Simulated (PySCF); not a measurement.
**Run report: GaF, geometry relaxation (part 1 of 2)**

System: GaF.
Method: UHF/cc-pvdz-dk, optimize (PySCF 2.14.0).

Figures and captions count atoms from 1; the log counts them from 0 in places.

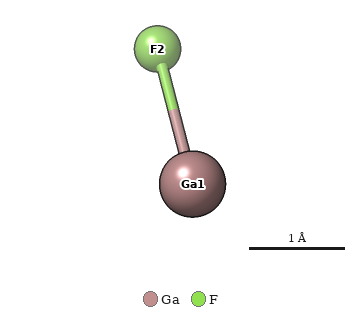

Fig. 1: The structure as given in the input (ball-and-stick view, seen at an oblique angle; atoms are numbered from 1 in the order of the input). Sticks mark near contacts. Bond lengths as drawn: F–Ga 1.82 Å.

### The input
```python
from pyscf import gto, scf
from pyscf.geomopt.geometric_solver import optimize

mol = gto.M(
    atom='Ga 0 0 0; F 0 0 1.82',
    basis='cc-pvdz-dk',
    charge=0,
    spin=0,
    symmetry=True,
    verbose=4,
)
mf = scf.UHF(mol)
mf = mf.sfx2c1e()
mf.init_guess = 'mod_huckel'
mf.kernel()
mol_eq = optimize(mf, maxsteps=30)
print('optimised geometry (angstrom)')
print(mol_eq.tostring('raw'))
print('orbital energies (hartree):', [e[max(0, n-3):n+3].round(4) for e, n in zip(mf.mo_energy, mol.nelec)])
```

Run as:
```bash
OMP_NUM_THREADS=1 python input.py
```

### Log
```
PySCF version 2.14.0

[INPUT] verbose = 4
[INPUT] num. atoms = 2
[INPUT] num. electrons = 40
[INPUT] charge = 0
[INPUT] spin (= nelec alpha-beta = 2S) = 0
[INPUT] symmetry True subgroup None
[INPUT] Mole.unit = angstrom
[INPUT] Symbol           X                Y                Z      unit          X                Y                Z       unit  Magmom
[INPUT]  1 Ga     0.000000000000   0.000000000000   0.000000000000 AA    0.000000000000   0.000000000000   0.000000000000 Bohr   0.0
[INPUT]  2 F      0.000000000000   0.000000000000   1.820000000000 AA    0.000000000000   0.000000000000   3.439301546708 Bohr   0.0

nuclear repulsion = 81.1211218937802
point group symmetry = Coov
symmetry origin: [0.         0.         0.77384285]
symmetry axis x: [1. 0. 0.]
symmetry axis y: [0. 1. 0.]
symmetry axis z: [0. 0. 1.]
num. orbitals of irrep A1 = 17
num. orbitals of irrep E1x = 9
num. orbitals of irrep E1y = 9
num. orbitals of irrep E2x = 3
num. orbitals of irrep E2y = 3
number of shells = 11
number of NR pGTOs = 103
number of NR cGTOs = 41
basis = cc-pvdz-dk
ecp = {}

******** <class 'pyscf.x2c.sfx2c1e.sfX2C1eSymAdaptedUHF'> ********
method = sfX2C1eSymAdaptedUHF
initial guess = mod_huckel
damping factor = 0
level_shift factor = 0
DIIS = <class 'pyscf.scf.diis.CDIIS'>
diis_start_cycle = 1
diis_space = 8
diis_damp = 0
SCF conv_tol = 1e-09
SCF conv_tol_grad = None
SCF max_cycles = 50
direct_scf = True
direct_scf_tol = 1e-13
number electrons alpha = 20  beta = 20

******** <class 'pyscf.x2c.sfx2c1e.SpinFreeX2CHelper'> ********
approx = 1e
xuncontract = 1
Freeze 0 electrons in irreps []
    40 free electrons in irreps A1 E1x E1y E2x E2y
Set gradient conv threshold to 3.16228e-05
Initial guess from on-the-fly Huckel, doi:10.1021/acs.jctc.8b01089,
employing the updated GWH rule from doi:10.1021/ja00480a005.
Spherically averaged atomic HF for {'F', 'Ga'}

******** <class 'pyscf.scf.atom_hf.AtomSphAverageRHF'> ********
method = AtomSphAverageRHF
initial guess = minao
damping factor = 0
level_shift factor = 0
DIIS = <class 'pyscf.scf.diis.CDIIS'>
diis_start_cycle = 1
diis_space = 8
diis_damp = 0
SCF conv_tol = 1e-09
SCF conv_tol_grad = None
SCF max_cycles = 50
direct_scf = True
direct_scf_tol = 1e-13
atom = Ga
Set gradient conv threshold to 3.16228e-05
Initial guess from minao.
init E= -1913.07484575619
cycle= 1 E= -1913.10766209629  delta_E= -0.0328  |g|=    0  |ddm|= 0.39
cycle= 2 E= -1913.1085953621  delta_E= -0.000933  |g|=    0  |ddm|= 0.0778
cycle= 3 E= -1913.10864904787  delta_E= -5.37e-05  |g|=    0  |ddm|= 0.0164
cycle= 4 E= -1913.10864922059  delta_E= -1.73e-07  |g|=    0  |ddm|= 0.00105
cycle= 5 E= -1913.10864922293  delta_E= -2.34e-09  |g|=    0  |ddm|= 0.000213
cycle= 6 E= -1913.10864922304  delta_E= -1.07e-10  |g|=    0  |ddm|= 5.57e-05
Extra cycle  E= -1913.10864922304  delta_E= -1.82e-12  |g|=    0  |ddm|= 5.72e-07
Atomic HF for atom  Ga  converged. SCF energy = -1913.10864922304

******** <class 'pyscf.scf.atom_hf.AtomSphAverageRHF'> ********
method = AtomSphAverageRHF
initial guess = minao
damping factor = 0
level_shift factor = 0
DIIS = <class 'pyscf.scf.diis.CDIIS'>
diis_start_cycle = 1
diis_space = 8
diis_damp = 0
SCF conv_tol = 1e-09
SCF conv_tol_grad = None
SCF max_cycles = 50
direct_scf = True
direct_scf_tol = 1e-13
atom = F
Set gradient conv threshold to 3.16228e-05
Initial guess from minao.
init E= -99.0019125646342
cycle= 1 E= -99.0181269225426  delta_E= -0.0162  |g|=    0  |ddm|= 0.0221
cycle= 2 E= -99.0181530578313  delta_E= -2.61e-05  |g|=    0  |ddm|= 0.00979
cycle= 3 E= -99.018158353678  delta_E= -5.3e-06  |g|=    0  |ddm|= 0.00307
cycle= 4 E= -99.0181583977614  delta_E= -4.41e-08  |g|=    0  |ddm|= 0.000434
cycle= 5 E= -99.0181583977685  delta_E= -7.09e-12  |g|=    0  |ddm|= 4.82e-06
Extra cycle  E= -99.0181583977685  delta_E= -1.42e-14  |g|=    0  |ddm|= 1.59e-09
Atomic HF for atom  F  converged. SCF energy = -99.0181583977685

alpha HOMO (A1) = -0.32773539089061  LUMO (E1y) = 0.00676783300623022
beta  HOMO (A1) = -0.32773539089061  LUMO (E1y) = 0.00676783300623022
  HOMO = -0.327735390891  LUMO = 0.00676783300623  gap/eV = 9.10230
init E= -2041.65998383703
alpha HOMO (A1) = -0.323884023161506  LUMO (E1x) = 0.0360030799564752
beta  HOMO (A1) = -0.303837599331074  LUMO (E1x) = 0.0354793060258114
  HOMO = -0.303837599331  LUMO = 0.0354793060258  gap/eV = 9.23328
cycle= 1 E= -2041.64664740279  delta_E= 0.0133  |g|= 0.419  |ddm|= 0.684
alpha HOMO (A1) = -0.380074342374759  LUMO (E1x) = 0.0440101841465119
beta  HOMO (A1) = -0.380023699596947  LUMO (E1x) = 0.0439984513186009
  HOMO = -0.380023699597  LUMO = 0.0439984513186  gap/eV = 11.53823
cycle= 2 E= -2041.67477595505  delta_E= -0.0281  |g|= 0.283  |ddm|= 0.341
alpha HOMO (A1) = -0.375435592641213  LUMO (E1x) = 0.0440084460759973
beta  HOMO (A1) = -0.375426985529333  LUMO (E1x) = 0.044049713654438
  HOMO = -0.375426985529  LUMO = 0.044008446076  gap/eV = 11.41342
cycle= 3 E= -2041.69963350819  delta_E= -0.0249  |g|= 0.00664  |ddm|= 0.14
alpha HOMO (A1) = -0.374793707958358  LUMO (E1x) = 0.0448522069783879
beta  HOMO (A1) = -0.374792240745288  LUMO (E1x) = 0.0448997949305205
  HOMO = -0.374792240745  LUMO = 0.0448522069784  gap/eV = 11.41911
cycle= 4 E= -2041.69968287296  delta_E= -4.94e-05  |g|= 0.00154  |ddm|= 0.0136
alpha HOMO (A1) = -0.374340860628081  LUMO (E1x) = 0.0450008999504998
beta  HOMO (A1) = -0.374343623542331  LUMO (E1x) = 0.0450348560582317
  HOMO = -0.374340860628  LUMO = 0.0450008999505  gap/eV = 11.41087
cycle= 5 E= -2041.69968573942  delta_E= -2.87e-06  |g|= 0.000448  |ddm|= 0.00312
alpha HOMO (A1) = -0.374333282271587  LUMO (E1x) = 0.0449456388718481
beta  HOMO (A1) = -0.374339127978879  LUMO (E1x) = 0.0449659683675598
  HOMO = -0.374333282272  LUMO = 0.0449456388718  gap/eV = 11.40916
cycle= 6 E= -2041.69968608343  delta_E= -3.44e-07  |g|= 0.000148  |ddm|= 0.00094
alpha HOMO (A1) = -0.3743119910527  LUMO (E1x) = 0.0449556822886903
beta  HOMO (A1) = -0.374316987965351  LUMO (E1x) = 0.0449671483244414
  HOMO = -0.374311991053  LUMO = 0.0449556822887  gap/eV = 11.40885
cycle= 7 E= -2041.69968613285  delta_E= -4.94e-08  |g|= 7.05e-05  |ddm|= 0.000347
alpha HOMO (A1) = -0.374310909770267  LUMO (E1x) = 0.0449603263567306
beta  HOMO (A1) = -0.374313293635045  LUMO (E1x) = 0.0449648230115809
  HOMO = -0.37431090977  LUMO = 0.0449603263567  gap/eV = 11.40895
cycle= 8 E= -2041.69968614682  delta_E= -1.4e-08  |g|= 2.91e-05  |ddm|= 0.000203
alpha HOMO (A1) = -0.374312840752496  LUMO (E1x) = 0.0449622118593922
beta  HOMO (A1) = -0.374313229474537  LUMO (E1x) = 0.0449628565347568
  HOMO = -0.374312840752  LUMO = 0.0449622118594  gap/eV = 11.40906
cycle= 9 E= -2041.69968614953  delta_E= -2.71e-09  |g|= 5.98e-06  |ddm|= 0.000112
alpha HOMO (A1) = -0.374314070448182  LUMO (E1x) = 0.0449621871766706
beta  HOMO (A1) = -0.374314144709667  LUMO (E1x) = 0.0449622947676112
  HOMO = -0.374314070448  LUMO = 0.0449621871767  gap/eV = 11.40909
cycle= 10 E= -2041.69968614962  delta_E= -9.41e-11  |g|= 1.35e-06  |ddm|= 2.01e-05
alpha HOMO (A1) = -0.374313992313366  LUMO (E1x) = 0.0449622981740543
beta  HOMO (A1) = -0.374314058847446  LUMO (E1x) = 0.0449623801893422
  HOMO = -0.374313992313  LUMO = 0.0449622981741  gap/eV = 11.40909
Extra cycle  E= -2041.69968614962  delta_E= -2.73e-12  |g|= 7.17e-07  |ddm|= 1.78e-06
converged SCF energy = -2041.69968614962  <S^2> = 9.5781161e-12  2S+1 = 1
Create scanner for <class 'pyscf.grad.uhf.Gradients'>
Create scanner for <class 'pyscf.x2c.sfx2c1e.sfX2C1eSymAdaptedUHF'>
input.py

Current date and time:

#|     Arguments passed to driver run_optimizer():      |#
customengine              <pyscf.geomopt.geometric_solver.PySCFEngine object>
logIni                    [file]
maxiter                   30
----------------------------------------------------------
Custom engine selected.
Bonds will be generated from interatomic distances less than 1.20 times sum of covalent radii
6 internal coordinates being used (instead of 6 Cartesians)
Internal coordinate system (atoms numbered from 1):
Distance 1-2
Translation-X 1-2
Translation-Y 1-2
Translation-Z 1-2
Rotation-A 1-2
Rotation-B 1-2
Rotation-C 1-2
<class 'geometric.internal.Distance'> : 1
<class 'geometric.internal.TranslationX'> : 1
<class 'geometric.internal.TranslationY'> : 1
<class 'geometric.internal.TranslationZ'> : 1
<class 'geometric.internal.RotationA'> : 1
<class 'geometric.internal.RotationB'> : 1
<class 'geometric.internal.RotationC'> : 1
> ===== Optimization Info: ====
> Job type: Energy minimization
> Maximum number of optimization cycles: 30
> Initial / maximum trust radius (Angstrom): 0.100 / 0.300
> Convergence Criteria:
> Will converge when all 5 criteria are reached:
>  |Delta-E| < 1.00e-06
>  RMS-Grad  < 3.00e-04
>  Max-Grad  < 4.50e-04
>  RMS-Disp  < 1.20e-03
>  Max-Disp  < 1.80e-03
> === End Optimization Info ===

Geometry optimization cycle 1
Cartesian coordinates (Angstrom)
 Atom        New coordinates             dX        dY        dZ
  Ga   0.000000   0.000000   0.000000    0.000000  0.000000  0.000000
   F   0.000000   0.000000   1.820000    0.000000  0.000000  0.000000

WARN: Mole.unit (angstrom) is changed to Bohr

New geometry
   1 Ga     0.000000000000   0.000000000000   0.000000000000 AA    0.000000000000   0.000000000000   0.000000000000 Bohr
   2 F      0.000000000000   0.000000000000   1.820000000000 AA    0.000000000000   0.000000000000   3.439301546708 Bohr

******** <class 'pyscf.scf.hf.sfX2C1eSymAdaptedUHF_Scanner'> ********
method = sfX2C1eSymAdaptedUHF_Scanner
initial guess = mod_huckel
damping factor = 0
level_shift factor = 0
DIIS = <class 'pyscf.scf.diis.CDIIS'>
diis_start_cycle = 1
diis_space = 8
diis_damp = 0
SCF conv_tol = 1e-09
SCF conv_tol_grad = None
SCF max_cycles = 50
direct_scf = True
direct_scf_tol = 1e-13
number electrons alpha = 20  beta = 20

******** <class 'pyscf.x2c.sfx2c1e.SpinFreeX2CHelper'> ********
approx = 1e
xuncontract = 1
Freeze 0 electrons in irreps []
    40 free electrons in irreps A1 E1x E1y E2x E2y
Set gradient conv threshold to 3.16228e-05
init E= -2041.69968614962
alpha HOMO (A1) = -0.374314005095934  LUMO (E1x) = 0.0449623061585287
beta  HOMO (A1) = -0.374314059843978  LUMO (E1x) = 0.0449623666108057
  HOMO = -0.374314005096  LUMO = 0.0449623061585  gap/eV = 11.40909
cycle= 1 E= -2041.69968614962  delta_E= 2.27e-12  |g|= 4.53e-07  |ddm|= 9.73e-07
alpha HOMO (A1) = -0.374314028783818  LUMO (E1x) = 0.0449623184613177
beta  HOMO (A1) = -0.374314071536129  LUMO (E1x) = 0.0449623622138873
  HOMO = -0.374314028784  LUMO = 0.0449623184613  gap/eV = 11.40909
Extra cycle  E= -2041.69968614962  delta_E= -1.82e-12  |g|= 2.96e-07  |ddm|= 5.94e-07
converged SCF energy = -2041.69968614962  <S^2> = 2.2168933e-12  2S+1 = 1

******** <class 'pyscf.grad.rhf.Gradients_Scanner'> for <class 'pyscf.scf.hf.sfX2C1eSymAdaptedUHF_Scanner'> ********
unit = Eh/Bohr
--------------- sfX2C1eSymAdaptedUHF_Scanner gradients ---------------
         x                y                z
0 Ga     0.0000000000     0.0000000000    -0.0147296722
1 F     0.0000000000     0.0000000000     0.0147296722
----------------------------------------------
cycle 1: E = -2041.69968615  dE = -2041.7  norm(grad) = 0.0208309
Step    0 : Gradient = 1.473e-02/1.473e-02 (rms/max) Energy = -2041.6996861496
Hessian Eigenvalues: 5.00000e-02 5.00000e-02 5.00000e-02 ... 5.00000e-02 5.00000e-02 2.46024e-01

Geometry optimization cycle 2
Cartesian coordinates (Angstrom)
 Atom        New coordinates             dX        dY        dZ
  Ga   0.000000   0.000000   0.015841    0.000000  0.000000  0.015841
   F   0.000000   0.000000   1.804159    0.000000  0.000000 -0.015841
New geometry
   1 Ga     0.000000000000   0.000000000000   0.015841138596 AA    0.000000000000   0.000000000000   0.029935413448 Bohr
   2 F      0.000000000000   0.000000000000   1.804158861404 AA    0.000000000000   0.000000000000   3.409366133261 Bohr
```
